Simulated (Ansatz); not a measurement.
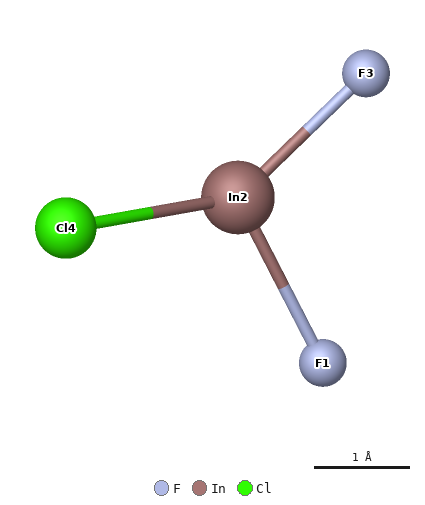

InClF$_{2}$ (coarse preliminary run), before the relaxation. The picture is a ball-and-stick view, seen at a tilt.

The start comes from a force field.

Theory: RKS PBE-D4/def2-SVP in Ansatz.

The input:
```yaml
crystal:
  periodic: [false, false, false]
  atoms:
    - {symbol: F, position_ang: [0.666900, 0.617200, 1.682200]}
    - {symbol: In, position_ang: [-0.163900, -0.260500, 0.033700]}
    - {symbol: F, position_ang: [0.986400, -1.688300, -0.388500]}
    - {symbol: Cl, position_ang: [-1.433900, 1.271300, -1.347700]}
basis:
  gaussian: {orbitals: def2-SVP}
hamiltonian: {xc: pbe, dispersion: d4}
relax: {f_tol: 0.03, max_steps: 200}
```

Where does the relaxation end?

In2 moves most after the best rigid fit: 0.31 Å. Largest moves by element: In 0.31 Å, F 0.21 Å, Cl 0.17 Å. Near-neighbour distances that change, for instance: In2–Cl4 2.422 → 2.332 Å, F1–In2 2.044 → 1.960 Å, In2–F3 1.882 → 1.961 Å. Among the angles between lasting bonds that change: F1–In2–F3 105.0° → 117.6°, F3–In2–Cl4 132.3° → 121.2°, F1–In2–Cl4 113.7° → 121.1°. The energy falls by 8.81 kcal/mol in 3 geometry steps. The largest force component goes from 3.2 to 0.0068 eV/Å. The run took roughly 7 core-seconds on a shared host.

The structure at the end:

```xyz
4

F     0.5837    0.6501    1.7929
In    0.0617   -0.0528    0.0389
F     0.8376   -1.7641   -0.5217
Cl   -1.4275    1.1065   -1.3304
```

After the run, drawn alike:

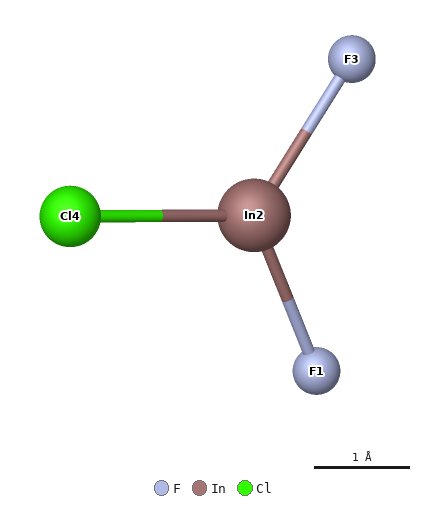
